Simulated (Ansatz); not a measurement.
## Molecular dynamics, with input and output: AlSiH₇O₃ (part 3 of 3)

The same run, continued: AlSiH₇O₃; UKS PBE0-D4/STO-3G (Ansatz 0.2.0). It belongs to a series of runs on one base structure; here: dynamics from the start.

Geometry of the input (Å):
```
Al -1.0465  -0.1233  -0.0855
Si 1.6356  -0.4613  -0.2764
O  -1.7140  -0.0270  -1.5831
O  -1.4842  -0.9761  1.2542
H  0.4394  0.8914  0.2314
O  -0.3529  1.8480  0.5340
H  2.5284  0.3888  -1.0830
H  2.3764  -0.6227  0.9911
H  1.7721  -1.7815  -0.9072
H  -2.1299  0.1166  -2.4186
H  -1.8240  -1.5049  1.9585
H  -0.2002  2.2521  1.3845
```

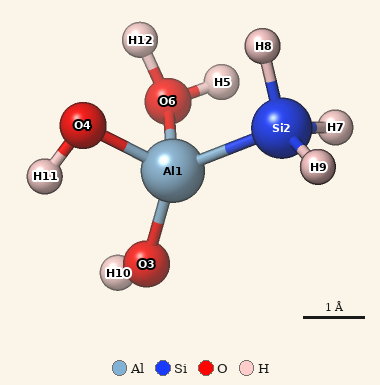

Figure 1. The geometry at step 84 of the log (ball-and-stick view, seen at a tilt; atoms are numbered from 1 in the order of the input).

### Trajectory as extended XYZ, continued
```
12
Properties=species:S:1:pos:R:3:forces:R:3 step=19 time_fs=9.5 energy=-20459.75853 temperature=1163.4
Al   -1.0313   -0.1256   -0.0871    4.5310   1.3851  -0.8214
Si    1.6048   -0.4645   -0.2652   -2.1997   0.9523   0.3090
O    -1.7139   -0.0584   -1.5296   -0.4794  -0.5650  -0.3028
O    -1.4611   -0.9296    1.1906    0.0674   1.2221  -0.3200
H     0.7106    1.5175    0.3804   -2.9797   0.3864  -0.9644
O    -0.3558    1.8098    0.5103    2.7679  -1.9479  -3.1177
H     2.4592    0.4507   -1.0646   -0.3476  -0.5647   0.4338
H     2.3107   -0.5791    1.0271   -0.1203  -0.0461  -0.6326
H     1.7528   -1.7510   -0.9029    0.3420  -0.1412  -0.0254
H    -2.1552    0.2733   -2.3444    0.0939   0.3718   0.4819
H    -1.7664   -1.5182    1.8645   -0.8593  -1.3535   1.2775
H    -0.2219    1.8624    1.4644   -0.8161   0.3007   3.6823
12
Properties=species:S:1:pos:R:3:forces:R:3 step=28 time_fs=14.0 energy=-20460.18930 temperature=1495.2
Al   -0.9825   -0.1154   -0.0963    5.3627   1.2831  -0.3821
Si    1.5614   -0.4602   -0.2580   -1.7520  -0.7015  -0.2352
O    -1.7172   -0.0835   -1.4985   -1.0918  -0.8116  -1.4878
O    -1.4559   -0.9013    1.1693   -1.1583  -0.9510   2.7411
H     0.6923    1.7999    0.2532   -1.7521  -0.5503   1.4076
O    -0.3442    1.7717    0.4966   -1.0114  -0.9058   2.5427
H     2.4140    0.4371   -1.0317   -0.1462  -0.0016   0.0974
H     2.3020   -0.5806    1.0002   -0.1947   0.0856  -0.2497
H     1.8194   -1.7637   -0.9021    0.0297   0.5632   0.2680
H    -2.1537    0.4478   -2.1953   -0.0682   0.6703   0.0958
H    -1.8195   -1.5777    1.8049    0.2147   0.6706  -1.0113
H    -0.4744    1.6552    1.6025    1.5675   0.6491  -3.7865
12
Properties=species:S:1:pos:R:3:forces:R:3 step=38 time_fs=19.0 energy=-20460.93623 temperature=2071.1
Al   -0.8844   -0.0944   -0.1087    3.9474  -0.3088   0.4010
Si    1.4986   -0.4601   -0.2519   -0.9231  -0.6621  -0.4489
O    -1.7391   -0.1206   -1.4899   -2.4878   1.7151  -3.2298
O    -1.4599   -0.8718    1.1750   -0.5623  -0.0612   2.1088
H     0.6067    2.0989    0.2859   -2.2313  -1.4764   1.3770
O    -0.3603    1.7119    0.4949    0.2722   1.1280  -5.0916
H     2.3402    0.4369   -0.9856    0.0102   0.6485  -0.3058
H     2.2643   -0.5654    0.9470    0.0353   0.1577   0.8118
H     1.9014   -1.6927   -0.8621   -0.1253  -0.4440  -0.2866
H    -2.1209    0.7574   -1.9265    1.0658  -1.6937   1.2637
H    -1.9138   -1.6437    1.6250    0.3377   0.7943  -1.1017
H    -0.5066    1.5298    1.4117    0.6612   0.2025   4.5021
12
Properties=species:S:1:pos:R:3:forces:R:3 step=47 time_fs=23.5 energy=-20461.40936 temperature=2438.5
Al   -0.7676   -0.0783   -0.1182   -0.5374  -2.6676  -0.5714
Si    1.4372   -0.4650   -0.2494    3.2185  -0.3517  -0.2570
O    -1.7825   -0.1415   -1.5123    0.2560   0.6376   0.2206
O    -1.4669   -0.8391    1.2008    0.9776   1.8642   1.3426
H     0.4783    2.1627    0.4606    0.4916  -0.2903  -1.0899
O    -0.3976    1.6633    0.4705   -0.9169   0.6449   6.3311
H     2.2590    0.5377   -0.9857   -0.7423  -0.3764   0.4165
H     2.2155   -0.5199    1.0163   -0.7668   0.2051  -0.4850
H     1.9463   -1.6805   -0.8637   -0.4071   0.0184  -0.0510
H    -1.9769    0.8559   -1.5599   -0.4431   0.2644  -0.6116
H    -1.9930   -1.6569    1.3408   -0.3885  -0.4219  -0.9173
H    -0.3826    1.5130    1.6024   -0.7416   0.4731  -4.3275
12
Properties=species:S:1:pos:R:3:forces:R:3 step=56 time_fs=28.0 energy=-20461.04346 temperature=2153.2
Al   -0.6548   -0.0800   -0.1320   -5.3606  -3.0392  -1.4677
Si    1.3962   -0.4732   -0.2492    4.5245  -1.2674  -0.7308
O    -1.8252   -0.1480   -1.5349    2.0219   2.4100   2.5145
O    -1.4687   -0.7942    1.2457   -1.0786  -1.4710  -0.7025
H     0.4400    2.2066    0.4432   -1.8766  -1.4947  -1.3312
O    -0.4465    1.6234    0.4928    2.1201   3.8870  -2.7414
H     2.0678    0.5978   -0.9314    0.2722   0.2629  -0.2243
H     2.0495   -0.4396    1.0324    0.0520  -0.0129   0.2951
H     1.9206   -1.6734   -0.8785   -0.1949   0.1551   0.0741
H    -1.8860    0.8939   -1.2760   -1.1363  -1.0152  -1.5741
H    -2.0600   -1.6102    0.8511    1.5856   2.4407   0.7320
H    -0.3825    1.5342    1.4249   -0.9292  -0.8551   5.1563
12
Properties=species:S:1:pos:R:3:forces:R:3 step=66 time_fs=33.0 energy=-20460.23570 temperature=1531.6
Al   -0.5752   -0.1057   -0.1572   -8.7308  -0.5681   0.0849
Si    1.3880   -0.4908   -0.2542    5.8534  -0.0975  -0.3670
O    -1.8442   -0.1295   -1.5270    2.8672  -0.4447   2.2154
O    -1.4767   -0.7530    1.2824    1.5350   1.0009  -2.5317
H     0.2843    2.1118    0.2036    1.9754   1.3306   0.6490
O    -0.4920    1.6144    0.5211   -3.1082  -1.4268   3.4369
H     1.9046    0.7019   -0.9071    0.5818  -0.3032  -0.0632
H     1.8716   -0.3541    1.1006    0.4549  -0.2783  -0.0710
H     1.8688   -1.6591   -0.8931    0.6077  -0.4945  -0.2088
H    -2.0362    0.8267   -1.2739   -1.1846   1.2699  -0.4705
H    -1.9280   -1.2098    0.4812   -1.8009  -1.1076   1.1412
H    -0.5656    1.4673    1.6130    0.9491   1.1192  -3.8152
12
Properties=species:S:1:pos:R:3:forces:R:3 step=75 time_fs=37.5 energy=-20460.45845 temperature=1697.5
Al   -0.5669   -0.1349   -0.1802   -7.7743   0.7036   1.0311
Si    1.4220   -0.5088   -0.2620    5.2286  -0.0416  -0.4176
O    -1.8288   -0.1064   -1.4905    0.3941   1.7257   1.0122
O    -1.4708   -0.7107    1.2823    0.4132   0.3266  -3.9246
H     0.2618    2.1087    0.1310   -1.1115  -0.2710   2.2685
O    -0.5502    1.6055    0.5575    0.4414   0.4372  -4.0191
H     1.8772    0.7466   -0.9037    0.5968  -0.8642   0.2057
H     1.8024   -0.3315    1.1525    0.4863  -0.4459  -0.8077
H     1.9214   -1.7091   -0.9286    0.3309   0.5393   0.4056
H    -2.3564    0.8275   -1.4090    1.4103  -1.9886   0.2229
H    -2.0726   -0.9344    0.4247   -1.2728  -0.5947   2.5241
H    -0.6163    1.5627    1.5364    0.8570   0.4735   1.4988
12
Properties=species:S:1:pos:R:3:forces:R:3 step=84 time_fs=42.0 energy=-20461.60724 temperature=2593.0
Al   -0.6137   -0.1598   -0.1971   -4.7168   0.2472   0.3224
Si    1.4900   -0.5274   -0.2729    1.1099  -0.3208  -0.6553
O    -1.8028   -0.0715   -1.4422    2.2023  -1.9595  -0.6191
O    -1.4609   -0.6635    1.2415   -2.1312  -0.7214  -1.2622
H     0.2035    2.1530    0.3587    0.5622   0.4325  -0.5967
O    -0.6111    1.6000    0.5583    0.3344   1.4570   4.5825
H     1.9725    0.6607   -0.8783    0.9285   0.4518  -0.4037
H     1.8338   -0.3880    1.0933    0.8137  -0.2302   0.6941
H     2.0447   -1.6884   -0.9046    0.3394  -0.1051   0.0729
H    -2.5017    0.6068   -1.4962   -0.8095   1.5049   0.7422
H    -2.4237   -0.7967    0.7701    2.0783   0.2782   1.4241
H    -0.5564    1.6914    1.6839   -0.7112  -1.0346  -4.3012
12
Properties=species:S:1:pos:R:3:forces:R:3 step=94 time_fs=47.0 energy=-20461.73351 temperature=2684.4
Al   -0.7029   -0.1849   -0.2110    1.0218   0.2907   1.8802
Si    1.5764   -0.5487   -0.2889    0.0057   0.8578   0.3949
O    -1.7582   -0.0456   -1.4016   -3.0621   0.9811  -4.0947
O    -1.4717   -0.6207    1.1815   -1.1937  -1.2219   3.2381
H     0.1652    2.2395    0.4867   -0.9868  -0.8261  -0.9894
O    -0.6692    1.6145    0.5773    2.1804   2.4698   1.6746
H     2.2514    0.6080   -0.9069   -0.2610  -0.4769   0.2958
H     2.0258   -0.5045    1.1121   -0.0136  -0.0257  -0.5880
H     2.2499   -1.6854   -0.8612   -0.2117  -0.2137  -0.0966
H    -2.6532    0.4753   -1.4252    1.8815  -0.8880   0.7171
H    -2.4754   -0.5961    1.4320    1.6122   0.1303  -1.3917
H    -0.6272    1.6479    1.6149   -0.9726  -1.0774  -1.0403
12
Properties=species:S:1:pos:R:3:forces:R:3 step=103 time_fs=51.5 energy=-20460.93805 temperature=2075.9
Al   -0.7773   -0.2049   -0.2100    5.6220   0.7543   3.5015
Si    1.6544   -0.5634   -0.3015   -0.2510  -0.2038   0.1990
O    -1.7414   -0.0185   -1.4139   -1.4979   0.0643  -5.8393
O    -1.4955   -0.5969    1.1652   -0.1374  -1.4871   2.9839
H     0.0661    2.2502    0.3929    0.8432   0.5530   0.9139
O    -0.7053    1.6479    0.5944   -1.7502  -1.6496   2.2431
H     2.4745    0.5026   -0.8957   -0.6480  -0.0566   0.1718
H     2.2110   -0.6134    1.0567   -0.4377   0.2476  -0.2607
H     2.3928   -1.7217   -0.8408   -0.9592   0.2587  -0.0615
H    -2.6311    0.3112   -1.2233   -1.6729   0.5304   0.5028
H    -2.2370   -0.3960    1.7854   -0.2843   0.1326  -0.5506
H    -0.8356    1.4560    1.6815    1.1735   0.8561  -3.8040
12
Properties=species:S:1:pos:R:3:forces:R:3 step=112 time_fs=56.0 energy=-20460.80001 temperature=1963.2
Al   -0.8137   -0.2192   -0.1865    6.3698   1.6601   0.5059
Si    1.7290   -0.5787   -0.3126   -2.4951  -0.2384   0.2457
O    -1.7550    0.0134   -1.4894   -3.9427   0.5750  -1.5705
O    -1.5265   -0.5912    1.1869   -1.8982  -0.9722   4.2019
H     0.0297    2.2850    0.4702    0.6950   0.0736   1.4488
O    -0.7495    1.6772    0.6087   -1.6686  -1.5263  -2.7117
H     2.5945    0.4018   -0.8638   -0.0188   0.9761  -0.5085
H     2.3270   -0.6807    0.9734   -0.1312   0.1992   1.0105
H     2.3745   -1.7368   -0.8446   -0.4282  -0.6668  -0.6054
H    -2.6857    0.1721   -0.9857    1.7828  -0.3295  -1.4464
H    -1.9666   -0.1703    2.0038    0.5184  -0.5490  -1.3999
H    -0.9275    1.2693    1.5123    1.2166   0.7982   0.8296
12
Properties=species:S:1:pos:R:3:forces:R:3 step=122 time_fs=61.0 energy=-20460.85858 temperature=2012.9
Al   -0.8017   -0.2213   -0.1569    4.3933   1.7484  -2.5777
Si    1.7946   -0.5973   -0.3223   -1.6850   0.1696   0.6573
O    -1.8106    0.0541   -1.5979    1.8258  -0.7121   1.8584
O    -1.5814   -0.6020    1.2609   -1.1851  -1.9279   0.5892
H     0.0497    2.2814    0.8140   -1.4089  -1.1014  -1.3010
O    -0.8101    1.6947    0.5859    2.0972  -0.2655   3.5190
H     2.6793    0.4429   -0.9085   -0.8052  -0.4820   0.1181
H     2.4027   -0.7115    1.0288   -0.5069   0.0512  -0.6473
H     2.2432   -1.8506   -0.9553   -0.3213   0.5560   0.1365
H    -2.5749   -0.0240   -0.9439   -2.0074   0.1597  -0.3868
H    -1.6370    0.0005    2.0465    0.0330   0.2891   0.5580
H    -0.8495    1.2210    1.5720   -0.4294   1.5150  -2.5236
12
Properties=species:S:1:pos:R:3:forces:R:3 step=131 time_fs=65.5 energy=-20460.62474 temperature=1827.9
Al   -0.7574   -0.2098   -0.1481    1.2967   1.2471  -2.3645
Si    1.8390   -0.6130   -0.3269   -3.7664   0.0007   0.0424
O    -1.8490    0.0816   -1.6706    0.7807  -1.3839   4.4476
O    -1.6466   -0.6287    1.3463    0.7182   0.8140   0.2211
H    -0.0463    2.1865    0.9111    2.0818   1.6765  -1.4334
O    -0.8489    1.7106    0.5812    0.0070  -1.3607   1.3981
H     2.6261    0.4277   -0.9467   -0.0146  -0.0131  -0.1648
H     2.3894   -0.7298    1.0024    0.1826  -0.1886   0.0470
H     2.0705   -1.8758   -1.0446    0.2201   0.5692   0.3545
H    -2.7050   -0.1556   -1.0727    0.8561   0.5029  -1.4728
H    -1.3180    0.1042    2.0520   -0.5240  -1.8655  -0.6655
H    -0.8665    1.2672    1.5155   -1.8382   0.0013  -0.4095
12
Properties=species:S:1:pos:R:3:forces:R:3 step=141 time_fs=70.5 energy=-20460.41203 temperature=1668.2
Al   -0.6983   -0.1864   -0.1573   -2.1325   0.5774  -0.9344
Si    1.8579   -0.6290   -0.3308   -4.5240   1.1971   0.3844
O    -1.8710    0.0959   -1.6954    3.1998  -0.4571   2.5563
O    -1.7093   -0.6516    1.4372    2.2731   1.5100  -2.9759
H     0.0332    2.2577    0.6949   -1.8766  -1.3559   0.5629
O    -0.8821    1.7230    0.5836    0.8093  -1.3638   1.1999
H     2.5611    0.4111   -1.0251    0.2958   0.1204  -0.0567
H     2.4131   -0.7901    0.9826    0.3937  -0.1700   0.0991
H     1.9287   -1.8207   -1.0913    0.5900  -0.7351  -0.2748
H    -2.7994   -0.2364   -1.4422   -0.0098  -0.2510   0.7306
H    -1.0446   -0.1043    2.0149   -0.0089  -0.8815   1.0342
H    -1.1805    1.2675    1.5516    0.9901   1.8095  -2.3256
12
Properties=species:S:1:pos:R:3:forces:R:3 step=150 time_fs=75.0 energy=-20460.07229 temperature=1404.4
Al   -0.6595   -0.1604   -0.1728   -3.8334   0.0066   0.8232
Si    1.8429   -0.6366   -0.3325   -2.8731   0.4127  -0.3361
O    -1.8560    0.1006   -1.6836    2.1560  -0.3178   1.8129
O    -1.7353   -0.6531    1.4864    4.3587   1.9699  -2.4957
H    -0.0811    2.1910    0.5962    2.8098   2.3089   1.9037
O    -0.9005    1.7157    0.5834   -3.3420  -4.2076  -3.2963
H     2.5534    0.4107   -1.1007   -0.1650  -0.5909   0.6275
H     2.5026   -0.8742    0.9741   -0.2305   0.1767  -0.8840
H     1.9118   -1.8611   -1.1540    0.3505   0.5442   0.5600
H    -2.8127   -0.3233   -1.6546    1.4771   0.0071   1.2248
H    -0.8654   -0.5127    2.1143   -1.6799  -0.5791  -0.7281
H    -1.4519    1.5347    1.4097    0.9718   0.2694   0.7881
```
